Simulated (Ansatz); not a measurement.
**C$_{2}$H$_{7}$NOSi: nudged elastic band (part 2 of 2)**

C$_{2}$H$_{7}$NOSi; UKS LDA/STO-3G (Ansatz 0.2.0). It belongs to a series of runs on one base structure; here: band between the two ends.

Geometry of the input (Å):
```
C  -1.4167  0.0154  0.7175
N  -0.2610  0.5255  -0.0845
Si 1.4242  0.3367  0.5181
C  0.4881  -0.5446  -0.8481
O  0.5711  -0.3510  -2.2583
H  -1.6989  0.7774  1.4680
H  -1.2169  -0.9395  1.2515
H  -2.2847  -0.1463  0.0486
H  1.6089  -0.3497  1.7862
H  2.2025  1.5559  0.3905
H  0.2240  -1.6079  -0.6521
H  0.4363  0.6731  -2.3032
```

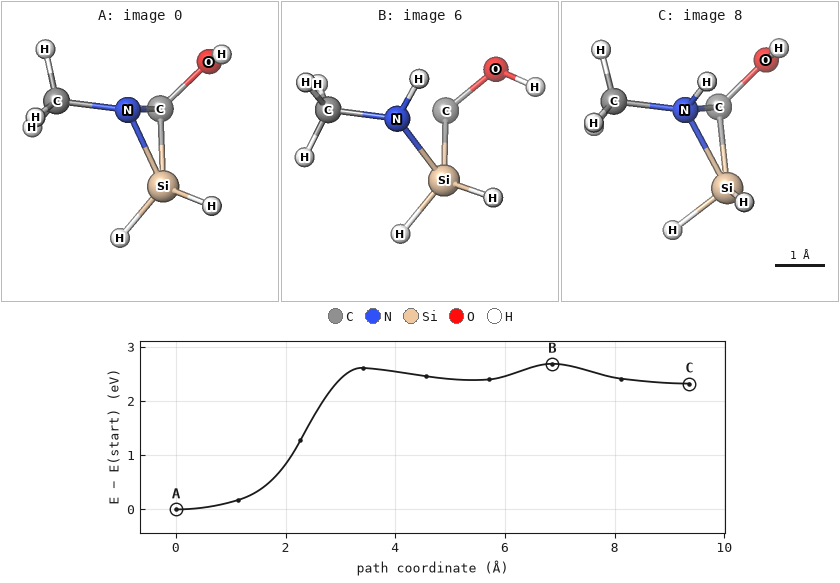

Fig. 1: Images of the last band (counted from 0; ball-and-stick, seen at a tilt) above the energy along the path; the line is a cubic interpolation that uses the forces. The highest image is number 6, 2.689 eV above the start and 0.366 eV above the end (the climbing image); the end lies 2.324 eV above the start. The path is 9.36 Å long. The band converged in 31 iterations.

```
Total energy: -13352.90790699 eV, -490.7103146559 hartree
Atom 0 at    -1.451883    -0.254559     0.873351 Å, force    -0.000410     0.003589    -0.001475 eV/Å
Atom 1 at    -0.467267     0.454928     0.043919 Å, force     0.005148    -0.011089    -0.003942 eV/Å
Atom 2 at     1.285035     0.391929     0.324056 Å, force     0.001899     0.010809     0.000304 eV/Å
Atom 3 at     0.891060    -1.113878    -0.785873 Å, force    -0.006648    -0.005277     0.008825 eV/Å
Atom 4 at     0.990029    -0.864014    -2.125752 Å, force     0.005057     0.003395    -0.007229 eV/Å
Atom 5 at    -1.145170    -0.200060     1.935478 Å, force     0.002708    -0.003915    -0.001077 eV/Å
Atom 6 at    -1.554505    -1.330235     0.609053 Å, force    -0.004751     0.001222    -0.002855 eV/Å
Atom 7 at    -2.447731     0.220882     0.779445 Å, force    -0.000537     0.002347     0.004595 eV/Å
Atom 8 at     1.464640     0.183065     1.750996 Å, force     0.000428     0.000197     0.000629 eV/Å
Atom 9 at     1.806061     1.702273    -0.092719 Å, force    -0.000446     0.000652     0.000282 eV/Å
Atom 10 at    -0.847888     0.771723    -0.872896 Å, force     0.000361    -0.001544    -0.000074 eV/Å
Atom 11 at     1.554520    -0.017254    -2.404957 Å, force    -0.002811    -0.000387     0.002017 eV/Å
Dipole moment:     0.079858     0.516845    -0.084860 e Å
this run last wrote the band of iteration 31 to [file]; this run last wrote the band within `neb.f_tol` of iteration 30 to [file]
```

The last band as extended XYZ (Å, eV, eV/Å)
```
12
Properties=species:S:1:pos:R:3:forces:R:3 image=0 energy=-13355.59730
C    -1.4167    0.0154    0.7175    0.0029  -0.0048  -0.0053
N    -0.2610    0.5255   -0.0845   -0.0161   0.0069   0.0052
Si    1.4242    0.3367    0.5181    0.0021  -0.0041   0.0002
C     0.4881   -0.5446   -0.8481   -0.0135  -0.0109  -0.0006
O     0.5711   -0.3510   -2.2583    0.0055  -0.0004  -0.0084
H    -1.6989    0.7774    1.4680    0.0026   0.0045  -0.0011
H    -1.2169   -0.9395    1.2515    0.0060   0.0026  -0.0022
H    -2.2847   -0.1463    0.0486    0.0014   0.0002  -0.0013
H     1.6089   -0.3497    1.7862   -0.0006   0.0000   0.0018
H     2.2025    1.5559    0.3905    0.0034   0.0010  -0.0015
H     0.2240   -1.6079   -0.6521    0.0075   0.0001   0.0046
H     0.4363    0.6731   -2.3032   -0.0012   0.0049   0.0087
12
Properties=species:S:1:pos:R:3:forces:R:3 image=1 energy=-13355.42337
C    -1.4255   -0.0442    0.8022   -0.0015   0.0199  -0.0262
N    -0.4429    0.6402   -0.1298    0.0515  -0.0383  -0.0056
Si    1.2573    0.4167    0.4818    0.0495  -0.0161   0.0124
C     0.3754   -0.4737   -0.8796   -0.0063  -0.0072   0.0274
O     0.6427   -0.3564   -2.2742   -0.0724   0.0032   0.0083
H    -1.5012    0.5289    1.7455   -0.0419   0.0523  -0.0507
H    -1.1451   -1.0881    1.0628   -0.0196   0.0211   0.0155
H    -2.4305   -0.0746    0.3386    0.0169   0.0209  -0.0866
H     1.4961   -0.1761    1.7839    0.0167  -0.0313   0.0165
H     2.1006    1.5463    0.1414    0.0523  -0.0046   0.0547
H    -0.0498   -1.4829   -0.7089    0.1246  -0.1225   0.0624
H     1.1997    0.5087   -2.3296   -0.1699   0.1026  -0.0281
12
Properties=species:S:1:pos:R:3:forces:R:3 image=2 energy=-13354.32045
C    -1.4158   -0.1086    0.9039    0.1088   0.1200  -0.2385
N    -0.6145    0.7720   -0.1056    0.2610   0.3048  -0.1028
Si    1.0918    0.4749    0.4325    0.0938   0.1300   0.2986
C     0.3955   -0.4400   -0.9776   -0.6193   0.9067   0.2559
O     0.8815   -0.3646   -2.3053   -0.5269   0.3306   0.0584
H    -1.3516    0.3451    1.9152   -0.0084   0.0589  -0.1792
H    -1.0739   -1.1635    1.0148    0.0788   0.1204  -0.1598
H    -2.4916   -0.1469    0.6397    0.1090   0.1020  -0.2663
H     1.4417   -0.0756    1.7220    0.1565  -0.1067   0.1786
H     1.9241    1.5609   -0.0452    0.2674  -0.1118   0.0509
H    -0.4791   -1.0742   -0.9190    0.4124  -1.8568  -0.0859
H     1.7688    0.1653   -2.2414   -0.3329   0.0020   0.1901
12
Properties=species:S:1:pos:R:3:forces:R:3 image=3 energy=-13352.98320
C    -1.4636   -0.1577    1.0155    0.0103   0.0025  -0.0177
N    -0.7292    0.6428   -0.0536   -0.0088  -0.0237   0.0173
Si    1.0574    0.4038    0.2936    0.0066   0.0154   0.0041
C     0.6708   -0.8612   -1.0965    0.0169  -0.0322  -0.0125
O     1.1113   -0.5159   -2.3420    0.0210  -0.0070   0.0039
H    -1.3379    0.3226    2.0030    0.0034  -0.0101   0.0002
H    -1.1185   -1.2114    1.0868    0.0084   0.0062   0.0315
H    -2.5420   -0.1715    0.7687   -0.0099   0.0006  -0.0099
H     1.3736   -0.0473    1.6357    0.0006  -0.0037   0.0024
H     1.8170    1.5938   -0.0667    0.0022  -0.0061  -0.0093
H    -0.6761   -0.2116   -0.8772   -0.0488   0.0482  -0.0120
H     1.9140    0.1582   -2.3331   -0.0019   0.0099   0.0020
12
Properties=species:S:1:pos:R:3:forces:R:3 image=4 energy=-13353.13675
C    -1.5188   -0.1919    1.0767   -0.0347  -0.0172   0.0343
N    -0.7467    0.6223    0.0894    0.0421  -0.0077  -0.0135
Si    1.0106    0.2757    0.1802   -0.0520   0.0073  -0.0231
C     1.1318   -1.1639   -1.1194    0.0984  -0.0659  -0.0206
O     1.5296   -0.6238   -2.2798    0.0514  -0.0334   0.0174
H    -1.2961    0.1798    2.0939    0.0051  -0.0241   0.0135
H    -1.3054   -1.2841    1.0592   -0.0336  -0.0126   0.0020
H    -2.6007   -0.0581    0.8902   -0.0060   0.0164   0.0233
H     1.3660    0.0855    1.5767    0.0000   0.0168  -0.0106
H     1.7132    1.4193   -0.4292   -0.0111  -0.0338  -0.0638
H    -1.0659    0.2789   -0.8632   -0.0648   0.0976   0.0213
H     1.8592    0.4051   -2.2406    0.0054   0.0565   0.0200
12
Properties=species:S:1:pos:R:3:forces:R:3 image=5 energy=-13353.19780
C    -1.5406   -0.2317    0.9638   -0.0348   0.0067   0.0272
N    -0.7056    0.7739    0.2509   -0.0213   0.0455   0.0123
Si    1.0173    0.3533    0.2131   -0.0202  -0.0148  -0.0145
C     1.2173   -1.2763   -0.8510    0.0386  -0.0297  -0.0099
O     1.5586   -0.9161   -2.0911    0.0698   0.0193  -0.0212
H    -1.1973   -0.2991    2.0126   -0.0037   0.0013   0.0134
H    -1.5137   -1.2597    0.5360   -0.0014   0.0189  -0.0042
H    -2.5948    0.1037    0.9680   -0.0178  -0.0002   0.0283
H     1.4776    0.3027    1.5919   -0.0027  -0.0100  -0.0203
H     1.6717    1.4126   -0.5729   -0.0102  -0.0599  -0.0512
H    -1.0794    0.8435   -0.7345   -0.0273  -0.0021   0.0203
H     1.7658    0.1381   -2.2527    0.0310   0.0250   0.0198
12
Properties=species:S:1:pos:R:3:forces:R:3 image=6 energy=-13352.90789
C    -1.4519   -0.2546    0.8734   -0.0004   0.0036  -0.0015
N    -0.4673    0.4549    0.0439    0.0051  -0.0111  -0.0039
Si    1.2850    0.3919    0.3241    0.0019   0.0108   0.0003
C     0.8911   -1.1139   -0.7859   -0.0066  -0.0053   0.0088
O     0.9900   -0.8640   -2.1258    0.0051   0.0034  -0.0072
H    -1.1452   -0.2001    1.9355    0.0027  -0.0039  -0.0011
H    -1.5545   -1.3302    0.6091   -0.0048   0.0012  -0.0029
H    -2.4477    0.2209    0.7794   -0.0005   0.0023   0.0046
H     1.4646    0.1831    1.7510    0.0004   0.0002   0.0006
H     1.8061    1.7023   -0.0927   -0.0004   0.0007   0.0003
H    -0.8479    0.7717   -0.8729    0.0004  -0.0015  -0.0001
H     1.5545   -0.0173   -2.4050   -0.0028  -0.0004   0.0020
12
Properties=species:S:1:pos:R:3:forces:R:3 image=7 energy=-13353.18180
C    -1.3522   -0.2185    0.7672    0.0195  -0.0030  -0.0177
N    -0.2248    0.1949   -0.1363    0.0240  -0.0345  -0.0150
Si    1.5514    0.2253    0.4256    0.0253  -0.0079   0.0111
C     0.6430   -1.0689   -0.7702   -0.0168  -0.0008   0.0066
O     0.7786   -0.9059   -2.1464   -0.0188  -0.0044   0.0024
H    -1.2148    0.1900    1.7872   -0.0067   0.0428  -0.0163
H    -1.3402   -1.3234    0.8157    0.0300  -0.0062   0.0264
H    -2.3232    0.1221    0.3654    0.0120  -0.0189  -0.0510
H     1.4342   -0.0176    1.8582   -0.0054  -0.0084   0.0140
H     1.7711    1.6755    0.2740   -0.0146   0.0089   0.0400
H    -0.5381    0.9731   -0.7896    0.0307   0.0204  -0.0011
H     0.8919    0.0981   -2.4167   -0.0792   0.0118   0.0006
12
Properties=species:S:1:pos:R:3:forces:R:3 image=8 energy=-13353.27352
C    -1.3207   -0.1412    0.7232   -0.0075  -0.0036   0.0050
N    -0.1346    0.1905   -0.1326   -0.0018  -0.0078  -0.0059
Si    1.6588    0.1014    0.4426    0.0083  -0.0031  -0.0008
C     0.6141   -1.0311   -0.8247    0.0017   0.0124  -0.0038
O     0.6588   -0.8320   -2.1995   -0.0029  -0.0021   0.0192
H    -1.5116    0.6733    1.4483    0.0012  -0.0058  -0.0017
H    -1.0803   -1.0737    1.2634   -0.0039   0.0071   0.0052
H    -2.2210   -0.3047    0.1004    0.0065   0.0010  -0.0013
H     1.4961   -0.3971    1.8042    0.0016   0.0018  -0.0064
H     1.8132    1.5632    0.6070   -0.0053  -0.0074   0.0008
H    -0.3725    1.0203   -0.7684    0.0001   0.0024  -0.0065
H     0.4765    0.1758   -2.4297    0.0021   0.0052  -0.0038
```

Results in brief

| quantity | value |
| --- | --- |
| outcome | converged |
| barrier, forward | 2.689 eV |
| barrier, backward | 0.366 eV |
| wall time | 6.3 min |
| peak memory | 0.11 GiB |

The order of the saddle point was not checked.
